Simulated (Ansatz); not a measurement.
Single-point calculation, with input and output: SiH5O3F

System: SiH5O3F.
Method: RKS PBE0-D4/def2-TZVPP (Ansatz 0.2.0).

The geometry is a transition state. The reaction was set up to form Si1–F7 and H2–H6 and to break Si1–H2 and H6–F7 (atoms counted from 1 in the order of the input); sticks are drawn by distance alone. The geometry comes from this level: PBE0-D4/def2-TZVP.

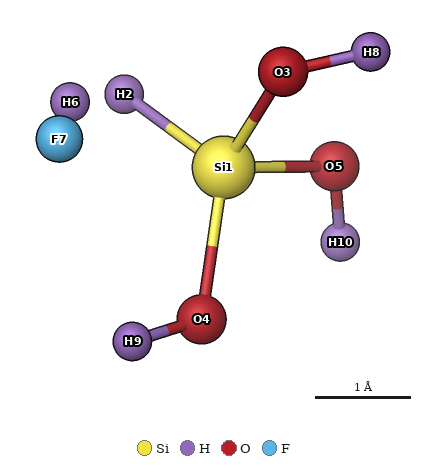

Figure 1. The structure (ball-and-stick view, seen at a tilt; atoms are numbered from 1 in the order of the input). Bond lengths as drawn: H–O 0.96 Å, H–Si 1.67 Å and O–Si 1.62 to 1.65 Å.

Input
```yaml
crystal:
  periodic: [false, false, false]
  atoms:
    - {symbol: Si, position_ang: [0.063596, -0.085358, 0.021503]}
    - {symbol: H, position_ang: [0.368477, 1.362852, -0.754751]}
    - {symbol: O, position_ang: [1.125871, -0.394063, 1.209512]}
    - {symbol: O, position_ang: [-1.474169, -0.618420, -0.034813]}
    - {symbol: O, position_ang: [0.729867, -0.896548, -1.249975]}
    - {symbol: H, position_ang: [-0.047011, 1.686980, 0.067981]}
    - {symbol: F, position_ang: [-0.556313, 1.413259, 1.114015]}
    - {symbol: H, position_ang: [1.752707, -1.080062, 0.965412]}
    - {symbol: H, position_ang: [-2.073794, -0.183126, 0.574944]}
    - {symbol: H, position_ang: [0.110669, -1.205414, -1.913728]}
basis:
  gaussian: {orbitals: def2-TZVPP}
hamiltonian: {xc: pbe0, dispersion: d4}
output: {orbitals: {seedname: orbitals}}
```

Command:
```bash
ansatz run in.yaml --threads 4 --pin off --events-out ev --progress --plain --max-ram 9574MiB
```

What the program printed
```
Functional definition: PBE0
  name "PBE0"
  cite "Adamo & Barone, J. Chem. Phys. 110, 6158 (1999) doi:10.1063/1.478522"
  cite "Perdew, Burke & Ernzerhof, Phys. Rev. Lett. 77, 3865 (1996) doi:10.1103/PhysRevLett.77.3865"
  parent pbe
  parameter a = 0.25
  parameter kappa = 0.804
  parameter beta = 0.06672455060314922
  exchange = (1 - a)*pbe_x(kappa = kappa, mu = beta*pi^2/3) + a*exact_x
  correlation = pbe_c(beta = beta)
1195 factors; their error is unknown
mean field evaluation 1: about -16800.8491 eV, gradient 8.7e1 eV
mean field evaluation 2: about -16786.0659 eV, gradient 1.3e2 eV
mean field evaluation 4: about -16812.2039 eV, gradient 2.1e0 eV
mean field evaluation 8: about -16812.2021 eV, gradient 3.7e-2 eV
mean field evaluation 16: about -16812.2428 eV, gradient 1.7e-4 eV
mean field -16812.24281680 eV, -617.8385277701 hartree, gradient 5.3e-5 eV, S^2 0.000000; 0 other end points of the search recorded, 0 dependent functions left out
reference -16812.24284315 eV, -617.8385287382 hartree; 26, 26 occupied and 210, 210 virtual orbitals, 1195 factors
Total energy: -16812.39099239 eV, -617.8439731226 hartree
```

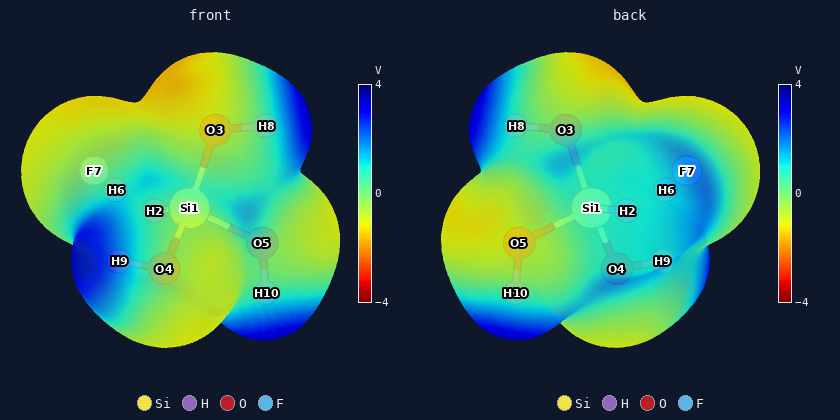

Figure 2. The electrostatic potential painted on the density surface at 0.004 e/bohr³, seen face on and from behind; the colour scale runs from red (negative) to blue (positive).

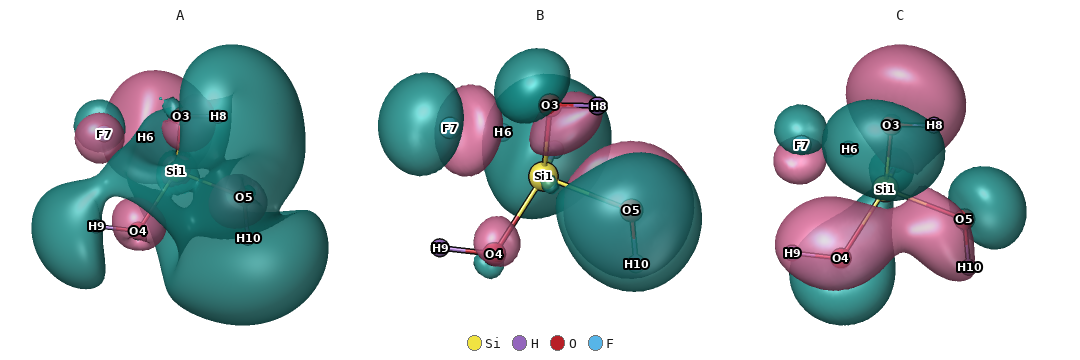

Figure 3. Three frontier orbitals at ±0.06 Å⁻³ᐟ² (teal and pink are the two phases). C is the HOMO−1 (−9.65 eV). B is the HOMO (−9.08 eV). By Hirshfeld shares it lies mainly on O5 (50 %), F7 (15 %), H2 (10 %) and Si1 (10 %). A is the LUMO (0.61 eV). By Hirshfeld shares it lies mainly on Si1 (25 %), H10 (15 %), H8 (10 %), O5 (10 %) and H6 (10 %). The HOMO–LUMO gap is 9.69 eV between the orbital energies.

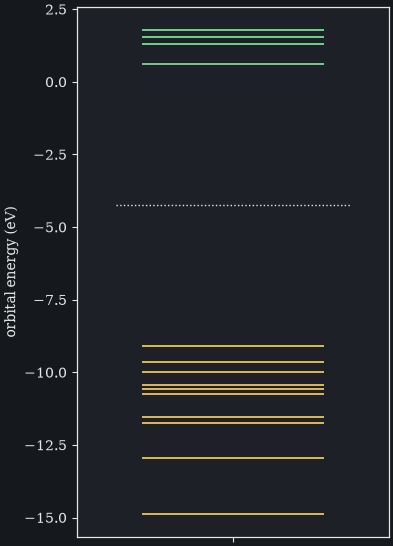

Figure 4. Orbital energies near the frontier; the dotted line parts filled from empty levels, and levels within 0.02 eV of each other stand side by side. Highest filled −9.08 eV, lowest empty 0.61 eV, 9.69 eV apart.

Results in brief

```tsv
quantity	value
outcome	converged
total energy	−16812.3910 eV
mean-field energy	−16812.2428 eV
dispersion energy	−0.1481 eV
SCF solution under orbital rotations	stable
HOMO	−9.08 eV
LUMO	0.61 eV
hardware	4 threads of Arm Neoverse V2, 23 GiB of memory available, shared host
wall time	2.1 s (CPU time 7.6 s)
peak memory	0.53 GiB
```
